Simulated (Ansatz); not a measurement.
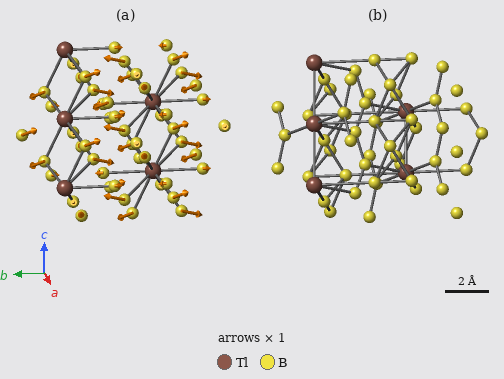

The structure of crystalline TlB₈ (a generated structure, set up in I4/mmm) (coarse preliminary run) before (left) and after (right) a relaxation, at one scale. The orange arrows give the displacements (the part carried along by the change of the cell is left out), at their true length.

The picture is a ball-and-stick view of the atoms within 5.0 Å of the atom that moves most (axes of the conventional cell (2 times the calculation's cell)), seen from a free direction. Lengths and directions refer to the drawn axes.

Theory: DFT PBE, scalar-relativistic, plane waves, PAW in Ansatz 0.2.0.

Input
```yaml
crystal:
  lattice:
    - [-3.63431259, 3.63431259, 1.70079827]
    - [3.63431259, -3.63431259, 1.70079827]
    - [3.63431259, 3.63431259, -1.70079827]
  atoms:
    - { symbol: Tl, position: [0.0, 0.0, 0.0] }
    - { symbol: B, position: [0.33815244, 0.33815244, 0.67630488] }
    - { symbol: B, position: [0.66184756, 0.66184756, 0.32369512] }
    - { symbol: B, position: [0.66184756, 0.33815244, 0.0] }
    - { symbol: B, position: [0.0, 0.67072177, 0.67072177] }
    - { symbol: B, position: [0.32927823, 0.0, 0.32927823] }
    - { symbol: B, position: [0.67072177, 0.0, 0.67072177] }
    - { symbol: B, position: [0.0, 0.32927823, 0.32927823] }
    - { symbol: B, position: [0.33815244, 0.66184756, 0.0] }
basis:
  ecutwfc: 420
kpoints:
  mp_grid: { grid: [6, 6, 6] }
hamiltonian:
  xc: pbe
scf:
  occupations: { method: gaussian, width: 0.1 }
  lower_state_search: "off"
output:
  forces: true
  stress: true
  eigenvalues: true
relax:
  adjacent_minimum: "off"
  f_tol: 0.04
  max_steps: 70
  cell: { stress_tol: 0.4 }
```

Command:
```bash
ansatz run input.yaml --threads 1 --pin off --max-ram 2560MiB --backend cpu --events-out ev --progress --plain --runs-dir out
```

Question: Summarise the run.

Answer: The largest moves relative to the cell, 1.23 Å, are those of B2, B3, B4 and B9. B4 goes along [−1 1 0]. Tl stays in place. The volume changes by −4.0 %, with a = b 7.269 → 7.569 Å (+4.1 %), c 3.402 → 3.012 Å (−11.5 %). Among the contacts that change: Tl1–B2 3.476 → 2.389 Å, Tl1–B2 (another image) 2.379 → 3.324 Å, B2–B3 2.485 → 1.612 Å, B5–B8 2.482 → 1.781 Å. New bonds form: B2–B3 (2.49 → 1.61 Å), B4–B9 (2.49 → 1.61 Å), B5–B6 (2.44 → 1.96 Å), B5–B7 (2.44 → 1.96 Å). Bonds break: Tl1–B2 (2.38 → 3.32 Å), Tl1–B3 (2.38 → 3.32 Å), Tl1–B4 (2.38 → 3.32 Å), Tl1–B9 (2.38 → 3.32 Å). The space group stays I4/mmm (No. 139). Over 11 accepted moves (12 points after the start) the energy falls by 1502 meV per atom. Largest force component: 2.1 eV/Å at the start, 0.0071 eV/Å at the end. The pressure goes from −6.18 to 0.02 GPa. The SCF was repeated once at an unchanged geometry on a basis and grid sized afresh for the cell, which shifted the energy by 0.2 meV per atom at most. Cost: 32 s on 1 thread of Intel(R) Xeon(R) 6975P-C (Granite Rapids) (shared host), peak memory 0.53 GiB.
